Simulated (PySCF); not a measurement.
KCa (doublet)

```yaml
atoms:
  - { symbol: K, position_ang: [0.0000, 0.0000, -2.1605] }
  - { symbol: Ca, position_ang: [0.0000, 0.0000, 2.1065] }
```

Level of theory: PySCF 2.14.0, PBE0/def2-SVP, non-relativistic Hamiltonian with scalar-relativistic core potentials where named, at a bond length of 4.267 Å.

**Predict the electron density, electron localisation function and spin density between the atoms.**

K–Ca (4.27 Å): the density is about 0.04 e/Å³ at the midpoint; the ELF peaks at about 0.90 between the atoms.
The unpaired spin (1 electron) lies mostly on K1 (about 0.6) and Ca2 (about 0.4), in electrons by Hirshfeld's partition.

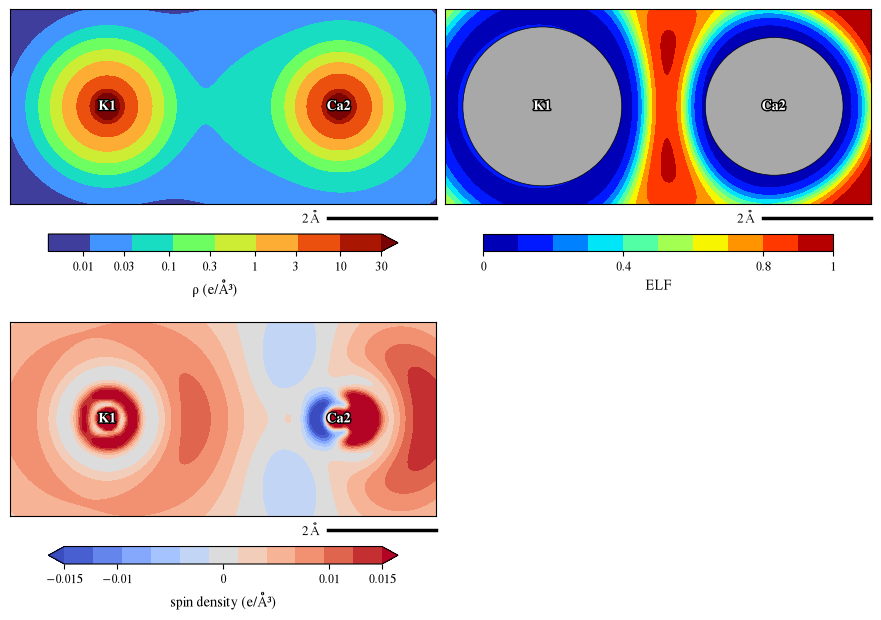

Computed electron density, electron localisation function and spin density on a plane that holds the molecular axis, in this order. Grey discs cover the atomic cores in the ELF map. 
